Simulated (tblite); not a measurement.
# Geometry relaxation of Si₂₆H₄₀ (part 2 of 2)

The same run, continued: Si₂₆H₄₀; GFN2-xTB geometry optimisation, gas phase (tblite 0.8.0). 

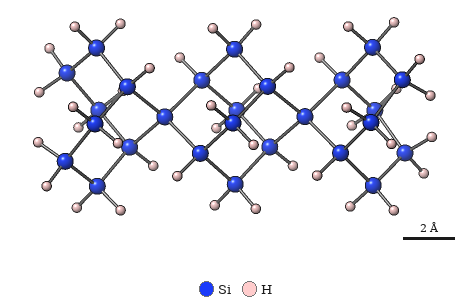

Figure 1. The geometry at step 47 of the log (ball-and-stick view, seen on its broad side).

## Trajectory as extended XYZ, continued
```
66
Properties=species:S:1:pos:R:3:forces:R:3 step=22 energy=-1768.13909
Si   -5.4997   -2.7382    0.0210    0.0190  -0.0330  -0.0230
Si   -5.5005    2.7401   -0.0245    0.0300   0.0310   0.0400
Si   -2.7392    0.0003    0.0001   -0.0620   0.0080  -0.0170
Si   -5.5006    0.0240   -2.7399    0.0350  -0.0450  -0.0320
Si   -4.2104   -1.3165   -1.3172    0.0170  -0.0130  -0.0390
Si   -6.7808    1.5536   -1.5535    0.0470  -0.0130   0.0080
Si   -5.4995   -0.0207    2.7373    0.0110   0.0180   0.0310
Si   -4.2111    1.3172    1.3149    0.0240   0.0410   0.0260
Si   -6.7802   -1.5526    1.5520    0.0410   0.0110  -0.0040
Si    5.5007   -2.7392   -0.0201   -0.0140  -0.0260   0.0210
Si    0.0006   -2.7330    0.0005    0.0010  -0.0190  -0.0050
Si    5.4974    2.7421    0.0218   -0.0030   0.0160  -0.0080
Si    5.5002   -0.0221   -2.7383   -0.0130   0.0200  -0.0200
Si    6.7819   -1.5523   -1.5515   -0.0450   0.0030   0.0110
Si    4.2103    1.3152   -1.3159   -0.0170   0.0490  -0.0280
Si    0.0011    2.7331   -0.0003    0.0020   0.0140   0.0060
Si    2.7408   -0.0005    0.0020    0.0450   0.0010  -0.0040
Si    0.0009   -0.0003   -2.7325    0.0010  -0.0020  -0.0170
Si    1.3190   -1.3491   -1.3487   -0.0030  -0.0240  -0.0130
Si   -1.3160    1.3499   -1.3489   -0.0080   0.0150  -0.0270
Si    5.4993    0.0225    2.7409    0.0010  -0.0020   0.0230
Si    6.7807    1.5548    1.5543   -0.0490   0.0020  -0.0240
Si    4.2117   -1.3157    1.3189   -0.0180  -0.0410   0.0180
Si   -0.0007   -0.0011    2.7339    0.0090   0.0140   0.0130
Si    1.3173    1.3493    1.3493   -0.0010   0.0100   0.0350
Si   -1.3180   -1.3473    1.3474    0.0130  -0.0380   0.0330
H    -6.2954   -3.6766   -0.7876   -0.0090   0.0200   0.0200
H    -4.5908   -3.6349    0.7574   -0.0160   0.0380  -0.0200
H    -4.5915    3.6372   -0.7602   -0.0160  -0.0390   0.0190
H    -6.2957    3.6786    0.7846   -0.0080  -0.0230  -0.0210
H    -4.5908    0.7601   -3.6365   -0.0210  -0.0230   0.0410
H    -6.2954   -0.7862   -3.6785   -0.0040   0.0270   0.0260
H    -3.2843   -2.1332   -2.1344   -0.0270  -0.0150  -0.0160
H    -7.7986    0.7995   -0.7995    0.0060   0.0340  -0.0330
H    -7.5974    2.4139   -2.4144   -0.0130   0.0450  -0.0440
H    -4.5916   -0.7568    3.6350   -0.0140   0.0200  -0.0380
H    -6.2955    0.7878    3.6754   -0.0090  -0.0190  -0.0210
H    -3.2847    2.1340    2.1324   -0.0300   0.0140   0.0130
H    -7.5955   -2.4142    2.4146   -0.0020  -0.0340   0.0330
H    -7.8007   -0.8002    0.7989    0.0140  -0.0380   0.0390
H     4.5919   -3.6363   -0.7571    0.0220   0.0420   0.0270
H     6.2980   -3.6767    0.7890    0.0010   0.0260  -0.0260
H    -0.8560   -3.6558   -0.7608    0.0040   0.0450  -0.0080
H     0.8557   -3.6573    0.7618   -0.0050   0.0470   0.0080
H     6.2945    3.6800   -0.7874   -0.0030  -0.0280   0.0290
H     4.5877    3.6384    0.7591    0.0250  -0.0450  -0.0300
H     6.2963    0.7868   -3.6759    0.0080  -0.0200   0.0180
H     4.5918   -0.7594   -3.6344    0.0150   0.0200   0.0340
H     7.5974   -2.4150   -2.4138    0.0000  -0.0260  -0.0260
H     7.8009   -0.7981   -0.7972   -0.0170  -0.0450  -0.0450
H     3.2840    2.1328   -2.1333    0.0290   0.0090  -0.0120
H     0.8572    3.6563   -0.7600    0.0050  -0.0360  -0.0170
H    -0.8545    3.6555    0.7611   -0.0050  -0.0360   0.0150
H     0.8561    0.7585   -3.6581    0.0000   0.0130   0.0420
H    -0.8557   -0.7629   -3.6537   -0.0010  -0.0110   0.0420
H     2.2408   -2.1665   -2.1647   -0.0010  -0.0050  -0.0060
H    -2.2372    2.1676   -2.1659    0.0020   0.0020  -0.0030
H     6.2978   -0.7845    3.6782    0.0050   0.0190  -0.0180
H     4.5907    0.7598    3.6371    0.0180  -0.0240  -0.0370
H     7.7994    0.8009    0.7974   -0.0270   0.0530   0.0560
H     7.5965    2.4195    2.4154   -0.0060   0.0160   0.0200
H     3.2865   -2.1331    2.1363    0.0230  -0.0180   0.0180
H     0.8551   -0.7615    3.6580   -0.0030  -0.0100  -0.0460
H    -0.8566    0.7604    3.6569    0.0010   0.0100  -0.0430
H     2.2385    2.1653    2.1678   -0.0020   0.0050   0.0030
H    -2.2375   -2.1659    2.1650   -0.0020  -0.0040   0.0040
66
Properties=species:S:1:pos:R:3:forces:R:3 step=32 energy=-1768.17394
Si   -5.4994   -2.7507    0.0238    0.0260  -0.0340  -0.0290
Si   -5.4992    2.7522   -0.0249    0.0080   0.0330   0.0160
Si   -2.7640    0.0007    0.0002   -0.0470   0.0030  -0.0140
Si   -5.4991    0.0246   -2.7523    0.0080  -0.0150  -0.0370
Si   -4.2288   -1.3289   -1.3313    0.0040   0.0080   0.0260
Si   -6.7508    1.5978   -1.5973    0.0370  -0.0300   0.0160
Si   -5.4997   -0.0227    2.7502    0.0140   0.0170   0.0330
Si   -4.2294    1.3312    1.3285    0.0140  -0.0160  -0.0020
Si   -6.7508   -1.5967    1.5964    0.0380   0.0270  -0.0190
Si    5.5004   -2.7501   -0.0214   -0.0070  -0.0380   0.0100
Si   -0.0001   -2.7133    0.0003    0.0050   0.0060  -0.0030
Si    5.4971    2.7531    0.0229   -0.0030   0.0250  -0.0020
Si    5.5000   -0.0233   -2.7498   -0.0050   0.0080  -0.0320
Si    6.7507   -1.5966   -1.5953   -0.0230   0.0240   0.0210
Si    4.2286    1.3279   -1.3299   -0.0080   0.0210   0.0190
Si    0.0010    2.7125    0.0010    0.0030  -0.0040  -0.0010
Si    2.7658   -0.0003    0.0018    0.0340   0.0010  -0.0070
Si    0.0008   -0.0013   -2.7127    0.0010   0.0020   0.0060
Si    1.3343   -1.3464   -1.3457   -0.0100   0.0020   0.0160
Si   -1.3301    1.3474   -1.3469   -0.0160  -0.0190   0.0110
Si    5.4987    0.0242    2.7517    0.0000   0.0020   0.0320
Si    6.7497    1.5990    1.5981   -0.0310  -0.0130  -0.0360
Si    4.2300   -1.3291    1.3302   -0.0090   0.0100  -0.0010
Si   -0.0003    0.0005    2.7135   -0.0070  -0.0070  -0.0070
Si    1.3334    1.3464    1.3476   -0.0020  -0.0110  -0.0080
Si   -1.3332   -1.3465    1.3463    0.0030   0.0080  -0.0010
H    -6.3313   -3.6827   -0.7534    0.0060   0.0100  -0.0060
H    -4.5617   -3.6491    0.7179   -0.0130   0.0140  -0.0010
H    -4.5629    3.6494   -0.7209   -0.0030  -0.0050  -0.0040
H    -6.3314    3.6849    0.7506    0.0040  -0.0070   0.0100
H    -4.5627    0.7205   -3.6502   -0.0080   0.0010   0.0110
H    -6.3308   -0.7517   -3.6854    0.0070  -0.0050   0.0130
H    -3.3277   -2.1600   -2.1616    0.0040   0.0070   0.0070
H    -7.7998    0.8673   -0.8675   -0.0270  -0.0140   0.0150
H    -7.5349    2.4734   -2.4741    0.0090   0.0420  -0.0410
H    -4.5626   -0.7181    3.6481   -0.0110   0.0020  -0.0110
H    -6.3321    0.7542    3.6820    0.0070   0.0060  -0.0100
H    -3.3277    2.1616    2.1597    0.0000  -0.0100  -0.0100
H    -7.5327   -2.4734    2.4739    0.0070  -0.0410   0.0410
H    -7.8006   -0.8676    0.8665   -0.0280   0.0140  -0.0140
H     4.5650   -3.6488   -0.7164   -0.0010   0.0050  -0.0070
H     6.3321   -3.6829    0.7540    0.0000   0.0070   0.0140
H    -0.8652   -3.6212   -0.7664    0.0250  -0.0040  -0.0040
H     0.8646   -3.6214    0.7672   -0.0240  -0.0040   0.0030
H     6.3300    3.6861   -0.7524   -0.0110  -0.0130  -0.0060
H     4.5602    3.6505    0.7196    0.0120  -0.0140  -0.0050
H     6.3314    0.7521   -3.6825    0.0010   0.0150   0.0050
H     4.5644   -0.7190   -3.6472   -0.0020  -0.0090   0.0010
H     7.5348   -2.4731   -2.4713   -0.0140  -0.0410  -0.0410
H     7.8014   -0.8671   -0.8666    0.0240   0.0150   0.0150
H     3.3276    2.1603   -2.1603   -0.0010  -0.0160   0.0110
H     0.8657    3.6201   -0.7654   -0.0160   0.0100  -0.0080
H    -0.8638    3.6209    0.7665    0.0180   0.0080   0.0090
H     0.8656    0.7644   -3.6213   -0.0200   0.0060  -0.0090
H    -0.8649   -0.7682   -3.6194    0.0220  -0.0050  -0.0060
H     2.2418   -2.1709   -2.1699    0.0060  -0.0040  -0.0030
H    -2.2385    2.1713   -2.1713   -0.0010   0.0020  -0.0010
H     6.3325   -0.7495    3.6840   -0.0020  -0.0150  -0.0050
H     4.5635    0.7203    3.6504    0.0040   0.0010  -0.0090
H     7.8007    0.8706    0.8673    0.0160  -0.0100  -0.0070
H     7.5339    2.4769    2.4738   -0.0190   0.0320   0.0340
H     3.3301   -2.1591    2.1627   -0.0080   0.0040  -0.0070
H     0.8639   -0.7669    3.6214   -0.0210  -0.0050   0.0070
H    -0.8661    0.7662    3.6215    0.0240   0.0050   0.0040
H     2.2408    2.1706    2.1719    0.0060   0.0050   0.0050
H    -2.2417   -2.1712    2.1700    0.0010   0.0010   0.0000
66
Properties=species:S:1:pos:R:3:forces:R:3 step=47 energy=-1768.18723
Si   -5.4977   -2.7640    0.0152   -0.0080   0.0040   0.0160
Si   -5.4976    2.7647   -0.0175   -0.0040   0.0030  -0.0080
Si   -2.7912    0.0019   -0.0005    0.0130  -0.0150   0.0000
Si   -5.4985    0.0179   -2.7653    0.0100  -0.0070   0.0030
Si   -4.2398   -1.3331   -1.3343    0.0200   0.0010  -0.0150
Si   -6.7248    1.6148   -1.6147   -0.0140  -0.0040   0.0030
Si   -5.4972   -0.0146    2.7635   -0.0140  -0.0200  -0.0010
Si   -4.2405    1.3344    1.3329    0.0250   0.0100   0.0010
Si   -6.7244   -1.6131    1.6141   -0.0130  -0.0060  -0.0100
Si    5.4992   -2.7623   -0.0143    0.0000  -0.0120  -0.0080
Si    0.0003   -2.7008    0.0001   -0.0040  -0.0060   0.0060
Si    5.4960    2.7658    0.0153    0.0130  -0.0040   0.0220
Si    5.4995   -0.0172   -2.7624   -0.0110   0.0050  -0.0040
Si    6.7247   -1.6140   -1.6120    0.0200   0.0060  -0.0030
Si    4.2384    1.3317   -1.3330    0.0040   0.0270  -0.0110
Si    0.0010    2.7001    0.0005   -0.0010   0.0090  -0.0020
Si    2.7932   -0.0006    0.0023   -0.0330   0.0060  -0.0170
Si    0.0007   -0.0006   -2.7001    0.0070  -0.0050  -0.0060
Si    1.3489   -1.3369   -1.3350   -0.0100  -0.0110  -0.0220
Si   -1.3457    1.3377   -1.3373   -0.0040   0.0050  -0.0090
Si    5.4971    0.0161    2.7645    0.0220   0.0320   0.0030
Si    6.7244    1.6163    1.6151    0.0080  -0.0010  -0.0090
Si    4.2398   -1.3328    1.3329   -0.0010  -0.0080   0.0310
Si   -0.0004   -0.0001    2.7006    0.0030   0.0030   0.0070
Si    1.3479    1.3363    1.3367   -0.0070   0.0090   0.0230
Si   -1.3470   -1.3371    1.3376   -0.0100  -0.0080  -0.0020
H    -6.3385   -3.6887   -0.7603    0.0030   0.0080  -0.0030
H    -4.5572   -3.6635    0.7011    0.0000  -0.0060  -0.0020
H    -4.5577    3.6643   -0.7038    0.0040   0.0060   0.0000
H    -6.3377    3.6900    0.7574   -0.0010  -0.0050   0.0070
H    -4.5573    0.7031   -3.6645    0.0010   0.0000  -0.0060
H    -6.3379   -0.7584   -3.6905    0.0000  -0.0030   0.0070
H    -3.3257   -2.1564   -2.1581    0.0020   0.0080   0.0080
H    -7.8169    0.9137   -0.9145    0.0040   0.0100  -0.0090
H    -7.4442    2.5197   -2.5205   -0.0020   0.0060  -0.0040
H    -4.5580   -0.7005    3.6638    0.0060  -0.0010   0.0080
H    -6.3389    0.7599    3.6876   -0.0010   0.0090  -0.0030
H    -3.3268    2.1578    2.1557    0.0090   0.0000  -0.0010
H    -7.4426   -2.5204    2.5199    0.0040   0.0070  -0.0040
H    -7.8178   -0.9138    0.9130    0.0110  -0.0140   0.0160
H     4.5603   -3.6630   -0.6993   -0.0120  -0.0110  -0.0070
H     6.3389   -3.6875    0.7602    0.0070   0.0030   0.0140
H    -0.8386   -3.6134   -0.7896    0.0020   0.0050   0.0030
H     0.8379   -3.6135    0.7911    0.0000   0.0030  -0.0040
H     6.3371    3.6918   -0.7592   -0.0100  -0.0140  -0.0010
H     4.5557    3.6650    0.7029    0.0020   0.0010  -0.0070
H     6.3387    0.7587   -3.6877    0.0030   0.0070   0.0070
H     4.5593   -0.7020   -3.6624   -0.0060  -0.0050  -0.0090
H     7.4443   -2.5184   -2.5175    0.0030  -0.0130  -0.0100
H     7.8174   -0.9139   -0.9134    0.0040  -0.0020  -0.0010
H     3.3265    2.1564   -2.1569   -0.0100  -0.0080   0.0040
H     0.8397    3.6126   -0.7887    0.0040   0.0000  -0.0010
H    -0.8379    3.6132    0.7894   -0.0010  -0.0030   0.0000
H     0.8396    0.7886   -3.6133   -0.0020  -0.0040   0.0050
H    -0.8384   -0.7910   -3.6123    0.0030   0.0050   0.0070
H     2.2443   -2.1692   -2.1667    0.0010   0.0060   0.0060
H    -2.2421    2.1682   -2.1688   -0.0010  -0.0010   0.0020
H     6.3402   -0.7563    3.6900   -0.0070  -0.0060  -0.0110
H     4.5589    0.7041    3.6651   -0.0030  -0.0060   0.0020
H     7.8180    0.9167    0.9142   -0.0130   0.0150   0.0160
H     7.4433    2.5237    2.5207   -0.0090  -0.0100  -0.0070
H     3.3284   -2.1552    2.1582   -0.0160  -0.0040   0.0000
H     0.8373   -0.7904    3.6135    0.0020   0.0030  -0.0020
H    -0.8394    0.7896    3.6131    0.0010  -0.0010  -0.0040
H     2.2431    2.1670    2.1693    0.0030  -0.0020  -0.0030
H    -2.2449   -2.1676    2.1679    0.0010   0.0040  -0.0040
66
Properties=species:S:1:pos:R:3:forces:R:3 step=51 energy=-1768.18837
Si   -5.4967   -2.7644    0.0150    0.0080   0.0020  -0.0030
Si   -5.4966    2.7658   -0.0171    0.0070  -0.0030   0.0000
Si   -2.7880    0.0005   -0.0006    0.0010   0.0020   0.0000
Si   -5.4964    0.0162   -2.7658    0.0020   0.0060   0.0000
Si   -4.2357   -1.3330   -1.3346   -0.0110  -0.0020   0.0040
Si   -6.7227    1.6169   -1.6173    0.0100   0.0040  -0.0080
Si   -5.4970   -0.0151    2.7644    0.0070   0.0010  -0.0030
Si   -4.2360    1.3344    1.3328   -0.0100   0.0010   0.0000
Si   -6.7223   -1.6161    1.6158    0.0100  -0.0030   0.0070
Si    5.4980   -2.7643   -0.0140   -0.0050   0.0030  -0.0010
Si    0.0000   -2.7006    0.0006   -0.0010   0.0010   0.0010
Si    5.4958    2.7663    0.0162   -0.0080  -0.0010  -0.0020
Si    5.4972   -0.0156   -2.7638   -0.0020  -0.0040   0.0020
Si    6.7235   -1.6159   -1.6150   -0.0070  -0.0050  -0.0060
Si    4.2368    1.3343   -1.3331   -0.0020  -0.0070   0.0020
Si    0.0009    2.7002    0.0003   -0.0010  -0.0010  -0.0020
Si    2.7879    0.0000    0.0006    0.0120  -0.0010   0.0040
Si    0.0014   -0.0011   -2.7000   -0.0070   0.0070   0.0010
Si    1.3471   -1.3382   -1.3370    0.0000  -0.0010   0.0070
Si   -1.3457    1.3379   -1.3382    0.0030  -0.0010   0.0010
Si    5.4979    0.0180    2.7657   -0.0100  -0.0040  -0.0020
Si    6.7217    1.6189    1.6166   -0.0030   0.0050   0.0080
Si    4.2375   -1.3329    1.3355    0.0000   0.0030  -0.0070
Si   -0.0005   -0.0002    2.7006   -0.0040  -0.0040  -0.0010
Si    1.3465    1.3371    1.3388    0.0000   0.0020  -0.0050
Si   -1.3473   -1.3376    1.3375    0.0030   0.0010   0.0010
H    -6.3378   -3.6880   -0.7620    0.0020   0.0130  -0.0020
H    -4.5579   -3.6681    0.6983   -0.0010   0.0010  -0.0010
H    -4.5579    3.6689   -0.7014   -0.0010  -0.0010   0.0020
H    -6.3376    3.6898    0.7596    0.0030  -0.0130   0.0020
H    -4.5579    0.7005   -3.6692    0.0000  -0.0010   0.0010
H    -6.3374   -0.7601   -3.6900    0.0020  -0.0030   0.0140
H    -3.3216   -2.1551   -2.1569    0.0120  -0.0040  -0.0040
H    -7.8212    0.9224   -0.9230   -0.0060  -0.0020   0.0020
H    -7.4344    2.5255   -2.5261    0.0010   0.0030  -0.0030
H    -4.5580   -0.6979    3.6685   -0.0030   0.0020  -0.0020
H    -6.3387    0.7623    3.6873    0.0030   0.0010  -0.0130
H    -3.3220    2.1572    2.1551    0.0100   0.0020   0.0030
H    -7.4322   -2.5254    2.5251   -0.0020  -0.0040   0.0040
H    -7.8216   -0.9224    0.9220   -0.0060   0.0010  -0.0010
H     4.5596   -3.6683   -0.6974    0.0000   0.0000   0.0010
H     6.3393   -3.6875    0.7631   -0.0010   0.0120   0.0030
H    -0.8358   -3.6112   -0.7937   -0.0060  -0.0050   0.0040
H     0.8353   -3.6113    0.7951    0.0060  -0.0050  -0.0050
H     6.3358    3.6904   -0.7607    0.0010  -0.0100  -0.0050
H     4.5565    3.6690    0.6996   -0.0020   0.0020   0.0010
H     6.3387    0.7611   -3.6872   -0.0020   0.0030   0.0120
H     4.5591   -0.7000   -3.6675    0.0000   0.0020   0.0010
H     7.4346   -2.5249   -2.5238    0.0000  -0.0030  -0.0030
H     7.8225   -0.9217   -0.9211    0.0040   0.0010   0.0010
H     3.3216    2.1550   -2.1559   -0.0100   0.0050  -0.0030
H     0.8374    3.6109   -0.7931    0.0050   0.0040   0.0050
H    -0.8353    3.6111    0.7937   -0.0060   0.0050  -0.0040
H     0.8369    0.7927   -3.6110    0.0070  -0.0040  -0.0060
H    -0.8354   -0.7948   -3.6099   -0.0060   0.0030  -0.0070
H     2.2457   -2.1679   -2.1654    0.0090  -0.0060  -0.0070
H    -2.2438    2.1675   -2.1679   -0.0040   0.0020  -0.0030
H     6.3392   -0.7585    3.6892    0.0010  -0.0040  -0.0110
H     4.5591    0.7009    3.6694   -0.0020   0.0010   0.0010
H     7.8216    0.9259    0.9235    0.0070  -0.0050  -0.0050
H     7.4325    2.5279    2.5251    0.0020   0.0080   0.0080
H     3.3229   -2.1551    2.1577   -0.0090  -0.0020   0.0030
H     0.8349   -0.7945    3.6114    0.0060   0.0040   0.0060
H    -0.8366    0.7938    3.6109   -0.0060  -0.0040   0.0060
H     2.2448    2.1662    2.1683    0.0070   0.0050   0.0050
H    -2.2463   -2.1665    2.1668   -0.0060  -0.0040   0.0030
```
